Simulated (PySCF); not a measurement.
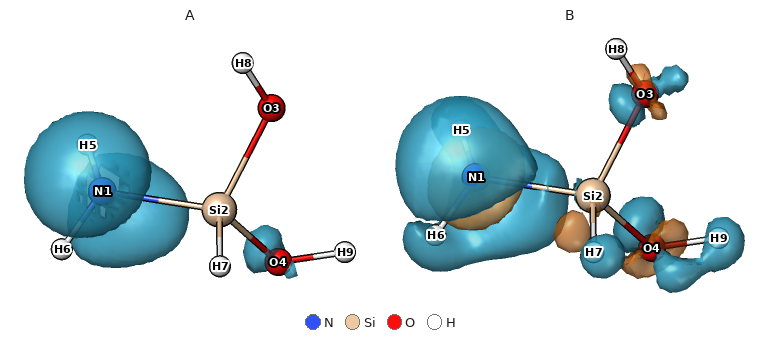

Figure 1: H5NO2Si, SMILES `N[SiH](O)O`. The Fukui function f⁻ from two separate SCF calculations and the density of the HOMO, at ±0.04 e/Å³ (light blue positive, orange negative).

PySCF calculation, PBE0/def2-SVPD, gas phase; geometry: GFN2-xTB. No frequency check shows the geometry to be a minimum.

Coordinates in Å:

```
N1       1.6231   -0.1462    0.1736
Si2     -0.0180   -0.0247   -0.3356
O3      -0.6632    1.3656    0.2247
O4      -0.9618   -1.2109    0.2531
H5       1.8245    0.0107    1.1494
H6       2.1428   -0.9470   -0.1435
H7       0.0042   -0.0563   -1.7918
H8      -0.1856    2.1769    0.0868
H9      -1.8956   -1.0533    0.3599
```

**Which panel is which, and how good is the frozen-orbital picture?**

B is f⁻ (it has negative regions), A the HOMO density. The HOMO lies on N1 (71 %), Si2 (11 %) and H5 and H6 (6 % each); f⁻ (Hirshfeld-condensed) is largest on N1 (0.37); the vertical ionisation energy is 10.38 eV (the stability of the cation's solution wasn't checked). Relaxation shifts 34 % of the electron between atoms. The orbital energy is −7.90 eV.

The PySCF run took 72 s on 1 thread of Arm Neoverse V2, with other jobs on the host, peak memory 0.58 GiB.
